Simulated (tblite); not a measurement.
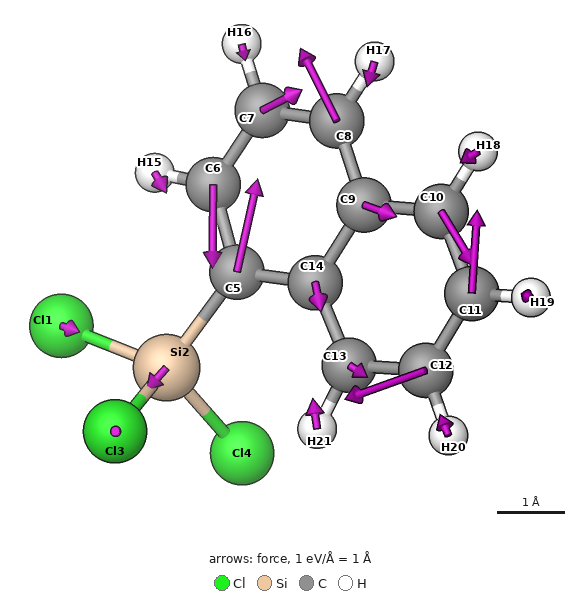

Starting geometry of C10H7Cl3Si with the computed forces as purple arrows. A ball-and-stick model, seen at a tilt.

Theory: GFN2-xTB geometry optimisation, gas phase (tblite). 

Is this structure relaxed? If not, where do the atoms go?

Answer. It isn't relaxed: the largest force vector, on C12, is 1.50 eV/Å. The final displacements follow the starting forces only in part (cosine between the two patterns 0.34). The atom that moves furthest after the best rigid fit is H21 (0.15 Å). Largest moves by element: H 0.15 Å, Cl 0.09 Å, C 0.07 Å, Si 0.07 Å. Among the contacts that change: C5–C6 1.418 → 1.379 Å, C12–C13 1.396 → 1.367 Å, Si2–C5 1.868 → 1.894 Å, C10–C11 1.389 → 1.365 Å. Bond angles that change, for instance: C12–C13–H21 115.5° → 119.4°, C5–C14–C13 126.1° → 122.9°, Cl3–Si2–C5 108.8° → 111.5°. The energy falls by 4.09 kcal/mol in 36 geometry steps. Cost: 0.63 s on 1 thread of Arm Neoverse V1, with other jobs on the host.
